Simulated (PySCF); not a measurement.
Si(OH)2(NH2)2, H6N2O2Si, SMILES N[Si](N)(O)O at its PBE0/def2-SVP optimised geometry (Å):

```
11

N      1.3014    -0.7976     0.0000
Si    -0.4047    -0.7976     0.0000
N     -1.0027     0.8005     0.0000
O     -1.1886    -1.4359    -1.3292
O     -0.7285    -1.7568     1.3281
H      1.8480    -0.2475    -0.6477
H      1.8390    -1.4994     0.4903
H     -0.6927     1.4994     0.6606
H     -1.8480     1.0560    -0.4923
H     -0.9825    -2.3577    -1.5061
H     -1.6639    -1.9062     1.4897
```

Level of theory: PBE0/def2-TZVP (PySCF 2.14.0).

Map of the electrostatic potential (hartree/e), clipped to [-0.08, 0.12] on the plane z = 0.6 Å:

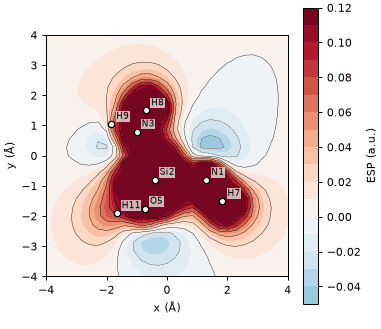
Figure. Electrostatic potential (hartree/e), clipped to [-0.08, 0.12] on the plane z = 0.6 Å.
